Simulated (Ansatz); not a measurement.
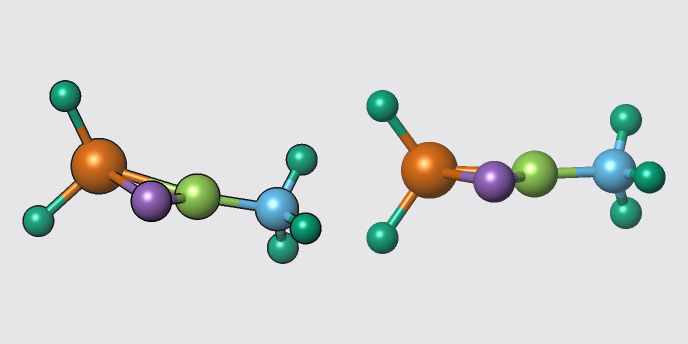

Two views of one molecule. Colours: carbon blue, boron green, oxygen purple, germanium orange, hydrogen teal.

Computed geometry: PBE0-D4/def2-TZVP optimisation.

Which formula does it have?

Answer. CH₅BGeO, 9 atoms: 1 carbon, 5 hydrogen, 1 boron, 1 germanium and 1 oxygen.

How many bonds of each kind are drawn?

Answer. 3 C–H, 2 Ge–H, 1 C–B, 1 B–O, 1 Ge–O, 1 B–Ge.

More results for the same structure follow; atom numbers are the same in all pictures, views and colours differ.

### Geometry

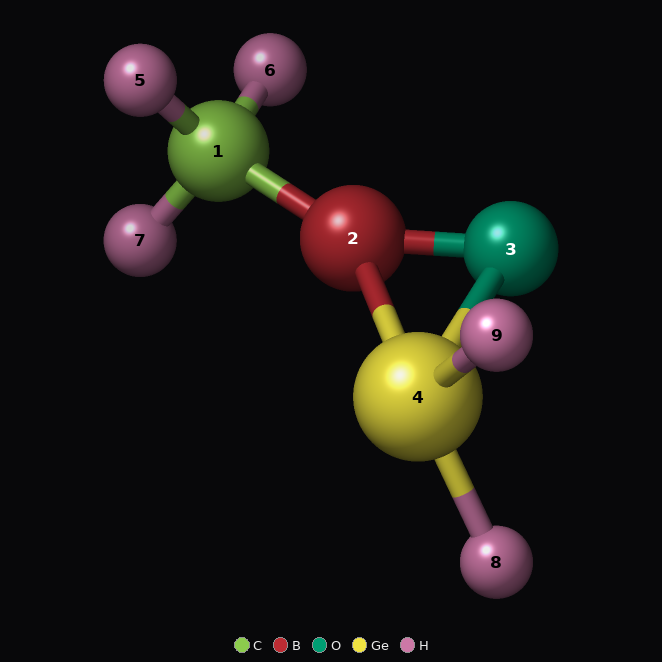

Numbered structure.

What is the geometry at C1?

Answer. C1 has 4 neighbours (B2 at 1.55, H5 at 1.09, H6 at 1.09, H7 at 1.09 Å); the arrangement is tetrahedral.

Which bond is the longest?

Answer. B2–Ge4, 2.033 Å.

What is the dihedral angle C1–B2–Ge4–O3?

Answer. 180° in size, that is anti.

### Charges

The questions are on Mulliken charges. Method: RKS PBE-D4/def2-TZVPP (Ansatz 0.2.0).

Give the Mulliken charges atom by atom.

| atom | value (e) |
| --- | --- |
| C1 | −0.32 |
| B2 | 0.11 |
| O3 | −0.23 |
| Ge4 | 0.11 |
| H5 | 0.11 |
| H6 | 0.11 |
| H7 | 0.11 |
| H8 | −0.01 |
| H9 | −0.01 |

### Levels of theory compared

Program: Ansatz 0.2.0.

Compare HOMO energy (eV) at these levels: B97M-V/def2-TZVPP; BHLYP-D4/def2-TZVPP; CAM-B3LYP-D4/def2-TZVPP; HSE06 (plane-wave form)-D4/def2-TZVPP; PBE0-D4/def2-SVP; revPBE-D4/def2-TZVPP; ωB97M-V/def2-QZVPP; ωB97M-V/def2-TZVPP; ωB97X-V/def2-TZVPP.

```tsv
level	HOMO energy (eV)
B97M-V/def2-TZVPP	−5.91
BHLYP-D4/def2-TZVPP	−7.68
CAM-B3LYP-D4/def2-TZVPP	−7.99
HSE06 (plane-wave form)-D4/def2-TZVPP	−6.33
PBE0-D4/def2-SVP	−6.69
revPBE-D4/def2-TZVPP	−5.62
ωB97M-V/def2-QZVPP	−8.81
ωB97M-V/def2-TZVPP	−8.79
ωB97X-V/def2-TZVPP	−8.91
```

### Vibrations

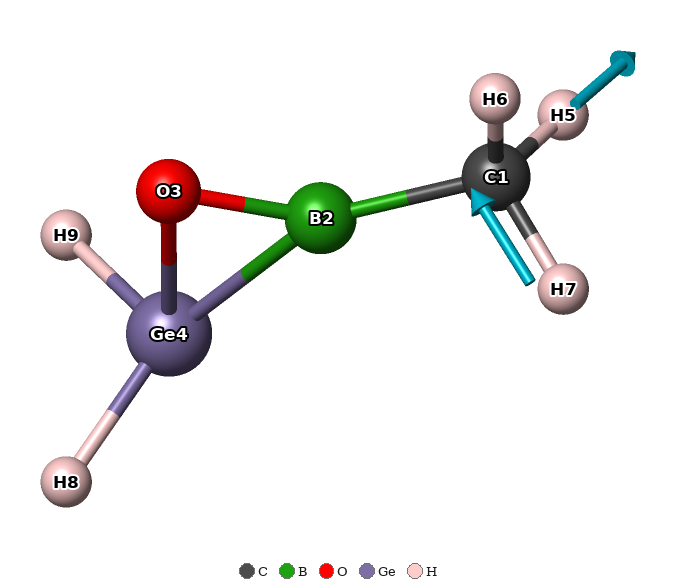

The arrows show one normal mode. Harmonic vibrations computed with RKS PBE0-D4/def2-TZVP (Ansatz 0.2.0) at a stationary point of the same level.

Describe the motion.

Answer. Mostly out-of-phase stretching of 2 C–H bonds.

At what wavenumber does it lie?

Answer. 3128 cm⁻¹; it is mode 20 of 21 counted from the lowest.

Mulliken values depend strongly on the basis set and can even reverse the polarity of a bond.
